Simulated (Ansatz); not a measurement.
Start from CuI in the zinc blende structure (space group F-43m, No. 216; a = 6.023 Å). Axes: x, y, z lie along the cube axes.

It is then changed as follows: uniaxial strain ε_zz = +0.50 %, all other strain components held at zero; the atoms relax in the strained cell.

Method: plane-wave PAW DFT at the r2SCAN level (Ansatz, a quantum-chemistry and plane-wave program, 500 eV), no SOC.

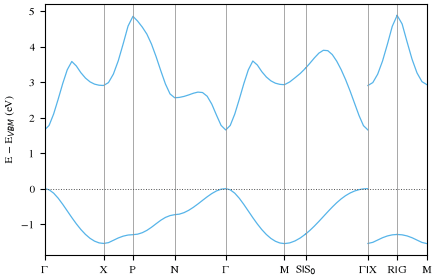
Figure. Highest valence and lowest conduction band along the path of the changed cell's own zone

### Question
Read the changed gap and its character from the plot.

### Answer
About 1.7 eV, direct at Γ.

With I present, leaving out spin-orbit coupling can change the band edges. No phonon test of stability was made. All final runs are without spin polarisation. Labels are those of the standard path for the cell's own space group.
